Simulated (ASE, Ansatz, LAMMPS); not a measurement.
# (14,0) carbon nanotube (168 atoms): support functions against a reference, part 2 of 2

Wanted: errors and times of a linear-scaling basis for (14,0) carbon nanotube (168 atoms). A setting counts as converged where the r.m.s. difference of forces stays under 1 % of the r.m.s. force.

Ansatz 0.2.0; Kohn-Sham DFT, LDA, PAW (set soft_2), plane waves.

The cell: 168 C. Beside vacuum, support functions can miss their usual error bounds without a warning. The Brillouin zone is sampled at Γ only, in a cell whose periodic width is 13 Å.

So far. Step 3 (Plane-wave single point): Intrinsic-atomic-orbital charges run from -0.00 to +0.00 e. The largest share in the top eV of filled states is C p (100 % of the projected weight), and in the lowest eV of empty states C p (99 % of the projected weight).

### Step 4. Distances and neighbours (continued)

The surroundings of C3, which bears the longest force, nearest first, numbered as they follow in the input and with coordinates relative to it.

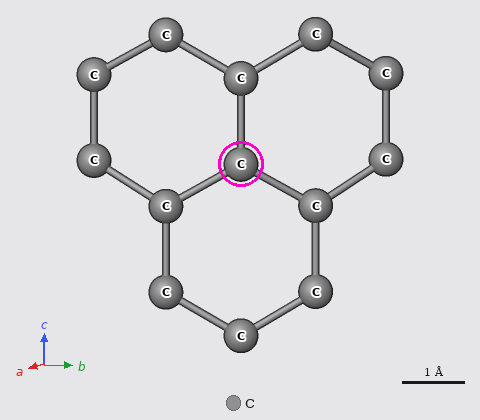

The atoms of the table, within 2.8 Å (arrows a, b, c point along x, y, z); some may hide others; the central atom is ringed.

```
atom      x      y      z  distance (Å)  bonds  intrinsic-atomic-orbital charge (e)     Fx     Fy  Fz (eV/Å)
  C3   0.00   0.00   0.00          0.00      3                                 0.00  0.094  0.041     -0.030
  C6   0.00   0.00   1.40          1.40      3                                 0.00  0.094  0.041      0.030
  C4  -0.65   1.03  -0.70          1.40      3                                 0.00  0.077  0.067      0.030
  C2   0.40  -1.15  -0.70          1.40      3                                 0.00  0.098  0.028      0.030
  C1   0.54  -2.36   0.00          2.42      3                                 0.00  0.102  0.000     -0.029
  C7  -1.51   1.89   0.00          2.42      3                                 0.00  0.067  0.077     -0.030
C121  -0.65   1.03  -2.09          2.42      3                                 0.00  0.077  0.067     -0.030
  C9  -0.65   1.03   2.09          2.42      3                                 0.00  0.077  0.067     -0.030
C117   0.40  -1.15  -2.09          2.42      3                                 0.00  0.098  0.028     -0.030
  C5   0.40  -1.15   2.09          2.42      3                                 0.00  0.098  0.028     -0.030
C118   0.00   0.00  -2.79          2.79      3                                 0.00  0.094  0.041      0.030
 C56   0.54  -2.36   1.40          2.79      3                                 0.00  0.102  0.000      0.029
 C10  -1.51   1.89   1.40          2.79      3                                 0.00  0.067  0.077      0.030
```

The column of bonds counts only the pairs C-C within 1.82 Å; other neighbours, such as metal atoms beside each other in a compound, aren't counted, and periodic images can show an atom twice.

### Step 5. Support functions medium

The cell is solved in localised support functions. The level medium gives here a grid of 108×108×60 points and a radius of 3.66 Å.

This step: Kohn-Sham DFT, LDA, PAW (set soft_2), localised support functions (medium) (Ansatz 0.2.0).

Input file input.yaml:

```yaml
crystal:
  lattice:
    - [22.96259, 0.0, 0.0]
    - [0.0, 22.96259, 0.0]
    - [0.0, 0.0, 12.56601]
  atoms:
    [... the 168 atom lines of step 3 ...]
kpoints:
  mp_grid: { grid: [1, 1, 1] }
hamiltonian:
  xc: lda
scf:
  occupations: { method: gaussian, width: 0.025 }
  eigensolver: { kind: { support_functions: { accuracy: medium } } }
  mixing: { beta: 0.2 }
  max_iter: 150
output:
  forces: true
  eigenvalues: true
```

Launch:

```
$ ansatz run input.yaml --threads 8 --pin off --max-ram 15872MiB --backend cpu --events-out ev --progress --plain --runs-dir out
```

Numbers of over 12 decimals in the logs are rounded to 6 here.

The program printed:

```text
Warning: scf.eigensolver.kind.support_functions: disabling space-group detection — the functions' gradient is summed over unrotated k-points, so no spatial operation reduces the k-mesh or symmetrises the density; time reversal is kept, so that k and −k are solved as one point where they differ and the mesh holds both, and exact exchange and, on two spinor components, a DFT+U term hold to it where the run has them: [...]
settings of this run that can trade accuracy for cost: scf.eigensolver.kind.support_functions [...]
[...]
Crystal: 168 atoms, lattice volume = 6625.813 Å³
Basis set: ecut = 420 eV, 129517 PW (Γ)
Bands: 404, of which v1, the nominal top of the filled ones, is band 336 counted from 1 (335 counted from 0)
Symmetry: 1 space group operations
k-points: 1
[...]
Eigensolver: Support functions (medium, 108×108×60 points, laid for a spacing of at most 0.228497 Å, radius 3.655435 Å, 273 sites without an atom, 1 species' potentials softened for the grid, 1 wholly corrected for its errors in the mean over positions, 1 with the egg-box correction, energy correction by stochastic trace)
[...]
SCF iter   1: F=—  HF=-40846.163296 eV  |F-HF|=—  |Δ(HF+E_count)|=         —  Δρ=5.01e-2  dr2=1.60e2  ethr=1.00e-1
[...]
SCF iter  13: F=-40803.340407 eV  HF=-40803.340405 eV  |F-HF|=1.38e-6  |Δ(HF+E_count)|=   3.52e-4  Δρ=8.48e-6  dr2=2.71e-6  ethr=3.06e-9
SCF 1 converged in 13 iterations: F = -40803.343702 eV  dr2 = 2.71e-6
[...]
SCF converged after 13 iterations
Stability not checked: this state was not tested for a lower state beside it, because the mixer in use, unlike msr1, does not test its closes by its own steps (another_mixer; see scf.mixing.algorithm and scf.lower_state_search)
Free energy (F): -40803.343702 eV
[...]
Internal energy: -40803.343702 eV  (E = F + TS)
E sigma→0 (E₀):  -40803.343702 eV
Fermi energy:    -1.892657 eV
[...]
--- Forces (eV/Å), atoms counted from 1 ---
  atom   1  C      0.10130348    -0.00009252    -0.02647381
  atom   2  C      0.09797543     0.02779005     0.02740471
  atom   3  C      0.09347849     0.04092705    -0.02797705
  atom   4  C      0.07645501     0.06663891     0.02778835
  atom   5  C      0.09801768     0.02782050    -0.03254179
  atom   6  C      0.09353831     0.04091400     0.02719568
  atom   7  C      0.06654716     0.07640965    -0.02794050
  atom   8  C      0.04101401     0.09350186     0.02787262
  atom   9  C      0.07643406     0.06661276    -0.03284147
  atom  10  C      0.06663799     0.07644571     0.02717339
  atom  11  C      0.02779398     0.09811778    -0.02761347
  atom  12  C     -0.00000698     0.10135208     0.02625287
  atom  13  C      0.04092900     0.09344663    -0.03276507
  atom  14  C      0.02775331     0.09819434     0.02678810
[...]
atom 167  C      0.09791750    -0.02789693    -0.02711390
  atom 168  C      0.10135679     0.00001001     0.03113155
  max |Σ_I F_I| component: 1.33e-2 eV/Å
--- Band table (eV) ---
[...]
```

It took 98 s on 8 threads of Arm Neoverse V2, shared host; peak memory 6.4 GiB.

The program notes that the band table was not solved further than the SCF left it and it switched symmetry off.

Keys that differ from the reference: support_functions.accuracy = "medium", scf.max_iter = 150 and scf.mixing.beta = 0.2.

Forces differ from the reference by 1.6 meV/Å r.m.s., 2.6 % of their size, over a tolerance of 1 %; the energy by -4.8 meV/atom.

### Step 6. What each setting buys

Each row is set against the plane-wave reference (Kohn-Sham DFT, LDA, PAW (set soft_2), plane waves; r.m.s. force component 0.0614 eV/Å). Energies are set beside the reference only for runs with its functional, potentials and electron count. Times are for 8 threads of Arm Neoverse V2, shared host. The reference's time includes the DOS and grids, which some other runs skip.

```csv
run,"Δ force, r.m.s. (meV/Å)",share of r.m.s. force (%),Δ energy (meV/atom),Δ gap (eV),cycles,time,host memory (GiB)
reference,-,-,-,-,8,82 s,7.3
support functions medium,1.59,2.59,-4.83,-1.0e-4,13,98 s,6.4
```

### Step 7. Outcome

```json
{"free energy per atom": "-242.8722 eV/atom", "r.m.s. force component": "0.06142 eV/Å", "gap (highest filled to lowest empty level)": "0.7337 eV", "wall time of the 2 DFT runs": "3 min"}
```

In words: Against plane waves at 420 eV, the forces differ by 1.6 meV/Å (2.6 %) with support functions medium. Differences between support functions and plane waves include what basis error the plane-wave run still has.

Filled and empty levels are parted by 0.734 eV at Γ alone; the mesh holds the band edges only if they fold onto it, so the gap at this level can be narrower or closed, while local or semilocal functionals tend to narrow gaps against experiment. Counting bonds as in the table, all C atoms have 3 bonded neighbours.

[Logs are printed without paths, hosts, clocks, repeated set-up lines and the standing remarks that a program may print on its own settings, such as how far it seeks lower states.]

[Hosts, paths, dates, database ids (printed as entryN), source tags and the programs' standing remarks are cut or masked in the printed files.]
